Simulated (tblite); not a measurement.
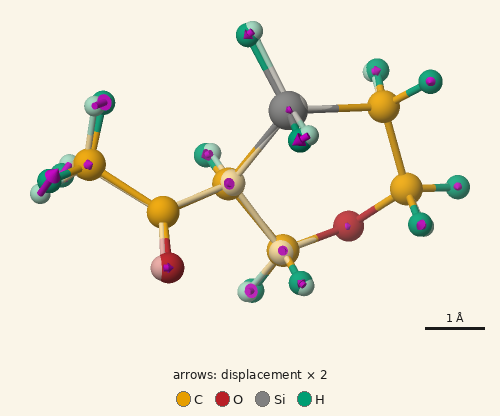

A relaxation of C₆H₁₂O₂Si. The starting structure is drawn faded, the final one solid; purple arrows show the displacements, magnified 2 times. The two geometries are superimposed by the best rigid fit.

A ball-and-stick model, seen at a tilt.

Theory: tblite 0.8.0, GFN2-xTB geometry optimisation, gas phase. 

What did the optimiser do to the structure, and how much energy did it gain?

Answer. The atom that moves furthest after the best rigid fit is an H atom (0.38 Å). Largest moves by element: H 0.38 Å, C 0.11 Å, O 0.09 Å, Si 0.06 Å. Among the contacts that change: C–Si 1.886 → 1.922 Å, C–O 1.437 → 1.406 Å, H–Si 1.493 → 1.465 Å, C–Si 1.876 → 1.900 Å. Bond angles that change, for instance: C–C–Si 113.5° → 108.2°, C–C–H 112.8° → 109.1°, Si–C–H 105.8° → 109.2°. After 76 geometry steps the energy has fallen by 0.148 eV. The run took 0.61 s on 1 thread of Arm Neoverse V1 (shared host).
